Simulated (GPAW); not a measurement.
# STM contrast on a 7-layer slab of Cd(0001)

Wanted: filled- and empty-state images of a 7-layer slab of Cd(0001), with its work function.

Main program and level: GPAW 26.7.0; GPAW, PAW setups; slab in vacuum, relaxation, in the first sound run; inputs show where later runs differ.

### Step 1. Starting point

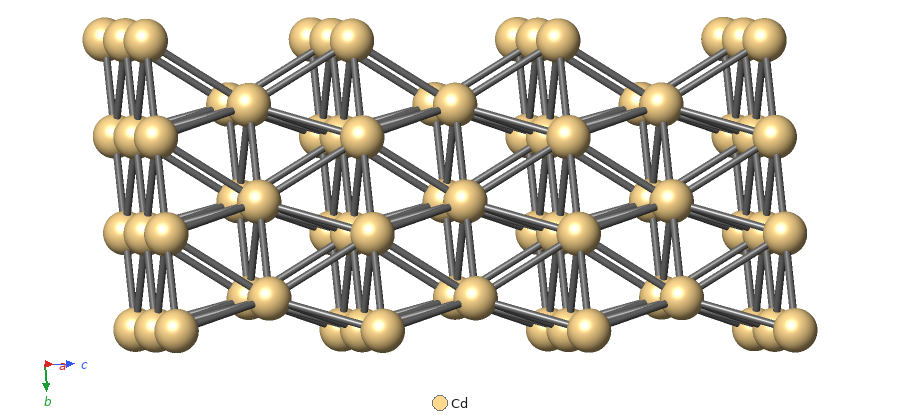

The starting structure, seen from the side, with the c axis across the page (cadmium orange). 2×3×1 cells are drawn. Some periodic images of atoms are drawn too.

The cell holds 7 atoms: 7 Cd. Cell: a = 2.980 Å, b = 2.980 Å, c = 34.861 Å, α = 90.0°, β = 90.0°, γ = 60.0°. Vacuum lies along c.

As a file:

```cif
data_structure
_symmetry_space_group_name_H-M 'P 1'
_symmetry_Int_Tables_number 1
_cell_length_a 2.9800
_cell_length_b 2.9800
_cell_length_c 34.8608
_cell_angle_alpha 90.000
_cell_angle_beta 90.000
_cell_angle_gamma 60.000
_cell_volume 268.10
loop_
_atom_site_label
_atom_site_type_symbol
_atom_site_fract_x
_atom_site_fract_y
_atom_site_fract_z
_atom_site_occupancy
Cd1 Cd 0.00000 0.00000 0.25817 1
Cd2 Cd 0.66667 0.66667 0.33878 1
Cd3 Cd 0.00000 0.00000 0.41939 1
Cd4 Cd 0.66667 0.66667 0.50000 1
Cd5 Cd 0.00000 0.00000 0.58061 1
Cd6 Cd 0.66667 0.66667 0.66122 1
Cd7 Cd 0.00000 0.00000 0.74183 1
```

### Step 2. Relaxing the atoms

The atoms are relaxed first, since the surface dipole, and with it the work function, follows the positions of the outer layers. The lowest 3 atoms are held at bulk positions and keep their forces.

File run.py:

```python
import json
import numpy as np
from ase import Atoms
from ase.constraints import FixAtoms
from ase.optimize import BFGS
from gpaw import GPAW, PW

slab = Atoms(
    ['Cd', 'Cd', 'Cd', 'Cd', 'Cd', 'Cd', 'Cd'],
    positions=[
        [0.00000, 0.00000, 9.00000],
        [2.98000, 1.72050, 11.81014],
        [0.00000, 0.00000, 14.62028],
        [2.98000, 1.72050, 17.43042],
        [0.00000, 0.00000, 20.24056],
        [2.98000, 1.72050, 23.05070],
        [0.00000, 0.00000, 25.86084]],
    cell=[[2.98, 0.0, 0.0], [1.49, 2.58076, 0.0], [0.0, 0.0, 34.86084]],
    pbc=[True, True, False])

slab.calc = GPAW(mode=PW(400), xc='PBE', kpts={'size': (12, 12, 1), 'gamma': True},
                 occupations={'name': 'fermi-dirac', 'width': 0.1}, nbands='160%',
                 convergence={'density': 1e-05}, maxiter=200,
                 poissonsolver={'dipolelayer': 'xy'},
                 symmetry={'tolerance': 1e-3, 'extra_ids': [1, 1, 1, 0, 0, 0, 0]}, txt='slab.txt')
result = {}
slab.set_constraint(FixAtoms([0, 1, 2]))
path = []
opt = BFGS(slab, maxstep=0.2)
opt.attach(lambda: path.append((slab.get_potential_energy(), slab.positions.tolist(), slab.get_forces().tolist())))
result['relaxed'] = bool(opt.run(fmax=0.03, steps=40))
result['path'] = path
energy = slab.get_potential_energy()
fermi = slab.calc.get_fermi_level()
v = slab.calc.get_electrostatic_potential().mean((0, 1)) - fermi
n = slab.calc.get_pseudo_density().mean((0, 1))
L = slab.cell[2, 2]
z = np.arange(len(v)) * L / len(v)
low, high = slab.positions[:, 2].min(), slab.positions[:, 2].max()
below, above = np.interp([low - 6.8, high + 6.8], z, v)
slopes = [np.interp(x, z, np.gradient(v, z)) for x in (low - 6.8, high + 6.8)]
eps = np.array([[slab.calc.get_eigenvalues(k, s) for k in range(len(slab.calc.get_ibz_k_points()))]
                for s in range(slab.calc.get_number_of_spins())]) - fermi
top, bottom = eps[eps < 0].max(), eps[eps > 0].min()
dipole = slab.get_dipole_moment()[2]
print(f'energy {energy:.4f} eV, Fermi level {fermi:.4f} eV, dipole {dipole:.5f} e A')
print(f'potential 6.8 A off the faces, from the Fermi level: lower {below:.4f} eV, upper {above:.4f} eV')
print(f'slope of the potential there: lower {slopes[0]:.5f}, upper {slopes[1]:.5f} eV/A')
print(f'nearest levels on the mesh: {top:.4f} and {bottom:.4f} eV')
print('magnetic moment', round(slab.get_magnetic_moment(), 3))
result.update(energy=energy, fermi=fermi, dipole=dipole, below=below, above=above, slopes=slopes, edges=[top, bottom],
              z=z.tolist(), v=v.tolist(), n=n.tolist(), positions=slab.positions.tolist(),
              forces=slab.get_forces(apply_constraint=False).tolist(), moments=slab.get_magnetic_moments().tolist())
json.dump(result, open('result.json', 'w'))
```

Launch:

```
OMP_NUM_THREADS=1 OPENBLAS_NUM_THREADS=1 python run.py
```

Log:

```text
Step          Energy          fmax
BFGS:    0       -5.729820        0.101533
BFGS:    1       -5.729969        0.094027
BFGS:    2       -5.731836        0.080915
BFGS:    3       -5.736925        0.134481
BFGS:    4       -5.737502        0.116414
BFGS:    5       -5.737783        0.105190
BFGS:    6       -5.738540        0.083284
BFGS:    7       -5.740363        0.040986
BFGS:    8       -5.742956        0.067517
BFGS:    9       -5.745345        0.089723
BFGS:   10       -5.746339        0.099379
BFGS:   11       -5.746558        0.100672
BFGS:   12       -5.746837        0.097382
BFGS:   13       -5.748231        0.072785
BFGS:   14       -5.749897        0.053336
BFGS:   15       -5.752032        0.069346
BFGS:   16       -5.753545        0.080614
BFGS:   17       -5.753872        0.080618
BFGS:   18       -5.754087        0.075574
BFGS:   19       -5.754321        0.064690
BFGS:   20       -5.754553        0.049728
BFGS:   21       -5.755056        0.035583
BFGS:   22       -5.756118        0.012653
energy -5.7309 eV, Fermi level 2.7572 eV, dipole -0.00036 e A
potential 6.8 A off the faces, from the Fermi level: lower 3.7706 eV, upper 3.7568 eV
slope of the potential there: lower -0.00006, upper -0.00001 eV/A
nearest levels on the mesh: -0.4089 and 0.0018 eV
magnetic moment 0.0
```

It took 31 min on 1 thread of Intel Xeon 6975P-C (Granite Rapids), shared host; peak memory 0.32 GiB.

Relaxation path (22 of 23):

```csv
step,energy less that of the first step (eV),largest force (eV/Å)
1,0.0000,0.1015
2,-0.0002,0.0940
3,-0.0021,0.0809
4,-0.0071,0.1345
5,-0.0078,0.1164
6,-0.0081,0.1052
7,-0.0089,0.0833
8,-0.0107,0.0410
9,-0.0134,0.0675
10,-0.0159,0.0897
11,-0.0168,0.0994
13,-0.0173,0.0974
14,-0.0185,0.0728
15,-0.0200,0.0533
16,-0.0220,0.0693
17,-0.0235,0.0806
18,-0.0239,0.0806
19,-0.0242,0.0756
20,-0.0244,0.0647
21,-0.0247,0.0497
22,-0.0252,0.0356
23,-0.0263,0.0127
```

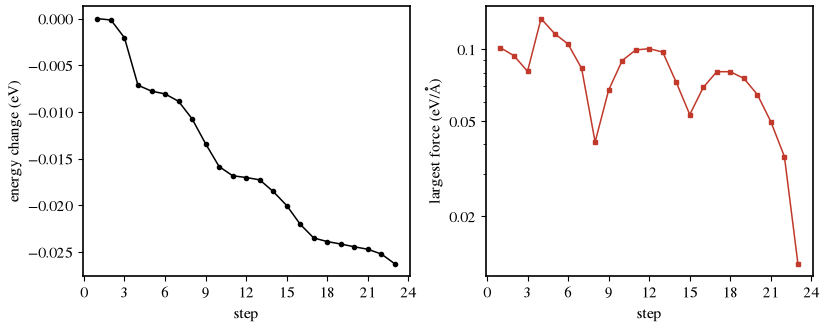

Energy and largest force along the relaxation.

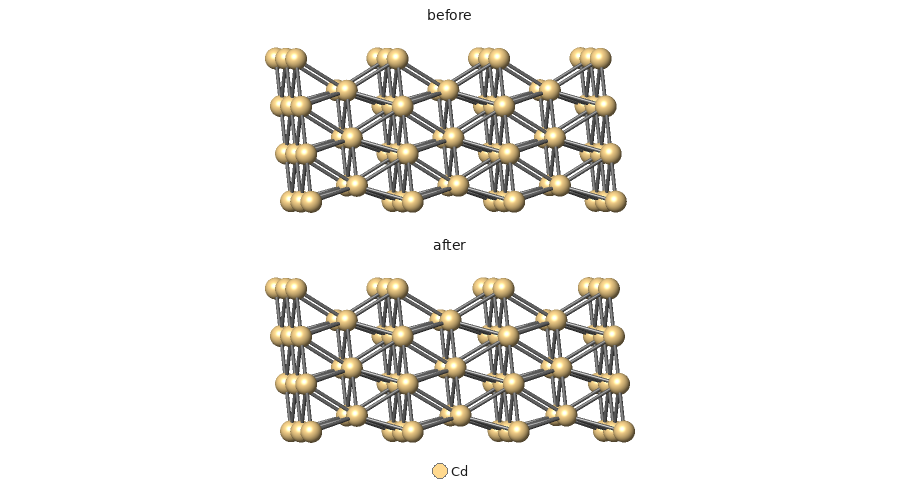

Before and after, at one scale.

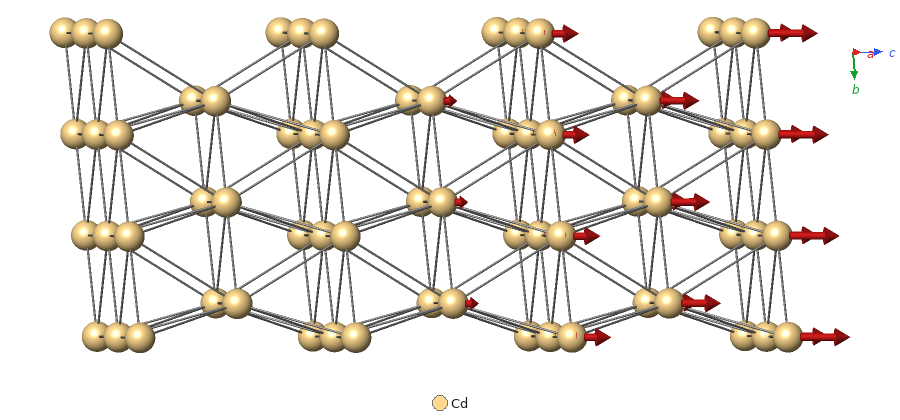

Displacements in the relaxation, exaggerated; the longest in the cell stands for 0.46 Å. 2×3×1 cells are drawn. Some periodic images of atoms are drawn too.

The atoms that moved most (Å):

```csv
atom,dx,dy,dz,length
Cd7,0.000,0.000,0.458,0.458
Cd6,0.000,0.000,0.361,0.361
Cd5,0.000,0.000,0.247,0.247
Cd4,0.000,0.000,0.122,0.122
```

Final coordinates:

```
Cd
1.0
     2.98000    0.00000    0.00000
     1.49000    2.58076    0.00000
     0.00000    0.00000   34.86084
Cd
7
Direct
  0.00000 0.00000 0.25817
  0.66667 0.66667 0.33878
  0.00000 0.00000 0.41939
  0.66667 0.66667 0.50349
  0.00000 0.00000 0.58770
  0.66667 0.66667 0.67158
  0.00000 0.00000 0.75498
```

Numbers from this step:

```
dipole along the normal                    : -3.56e-4 e·Å
levels nearest the Fermi level on the mesh : -0.4089, 0.001753 eV from the Fermi level
upper work function                        : 3.757 eV
lower work function                        : 3.771 eV
```

The electrostatic potential energy of an electron (without an applied field's), less the Fermi level, planar mean oscillates, so the rows of the table below give means over windows of 2.91 Å about each position, cut where the curve ends. Its maxima inside the range that stand out by 2 % of the span (Å: eV): 10.4: 1.11, 13.2: 1.08, 16.0: 1.50, 19.0: 1.54, 21.9: 1.52, 24.9: 1.50. Its minima: 9.0: -22.3, 11.8: -22.6, 14.6: -22.6, 17.5: -22.6, 20.4: -22.4, 23.5: -22.3, 26.4: -22.2.

The electrostatic potential energy of an electron (without an applied field's), less the Fermi level, planar mean by z; means over each step:

```csv
z (Å),"electrostatic potential energy of an electron (without an applied field's), less the Fermi level, planar mean (eV)"
1.46,3.77
4.37,3.77
7.28,0.426
10.19,-8.16
13.10,-8.32
16.01,-7.25
18.91,-7.20
21.83,-7.28
24.73,-7.36
27.65,-2.94
30.55,3.75
33.47,3.76
```

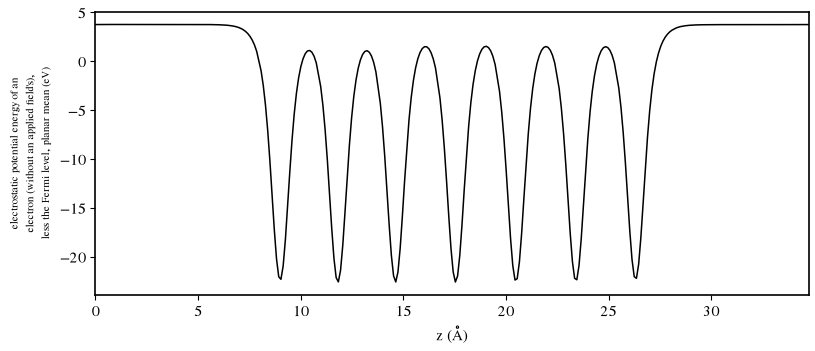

Electrostatic potential energy of an electron (without an applied field's), less the Fermi level, planar mean against z.

The pseudo valence density, planar mean oscillates, so the rows of the table below give means over windows of 2.8 Å about each position, cut where the curve ends. Its maxima inside the range that stand out by 2 % of the span (Å: e/Å³): 9.0: 1.51, 11.8: 1.52, 14.6: 1.52, 17.6: 1.46, 20.4: 1.51, 23.5: 1.51, 26.3: 1.49. Its minima: 10.3: 0.107, 13.1: 0.109, 16.1: 0.0928, 18.9: 0.0931, 21.9: 0.0929, 25.0: 0.0959.

Table of pseudo valence density, planar mean by z; means over each step:

```csv
z (Å),"pseudo valence density, planar mean (e/Å³)"
4.20,5.3e-5
7.00,0.0623
9.80,0.555
12.60,0.556
15.40,0.539
18.20,0.544
21.00,0.549
23.80,0.551
26.60,0.541
29.40,0.00361
32.20,4.4e-6
```

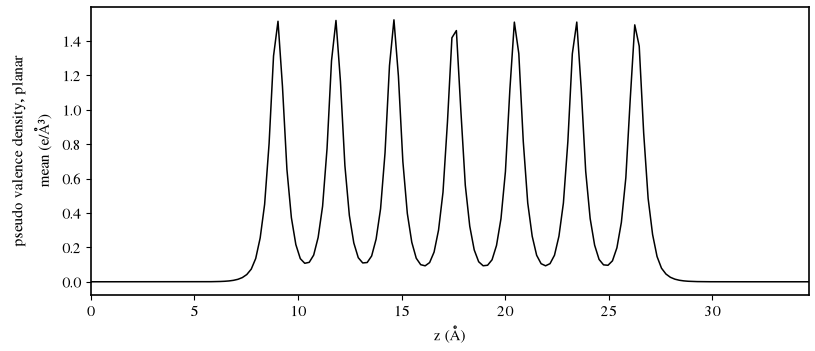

Pseudo valence density, planar mean against z.

The relaxation lowered the energy of the cell by 0.0263 eV (energies extrapolated to zero smearing; the optimiser's log prints free energies). The largest force left on a free atom is 0.013 eV/Å.

(Part 1 of 2 ends here.)

[Logs are printed without paths, hosts, clocks, repeated set-up lines and the standing remarks that a program may print on its own settings, such as how far it seeks lower states.]

[Hosts, paths, dates, database ids (printed as entryN), source tags and the programs' standing remarks are cut or masked in the printed files.]
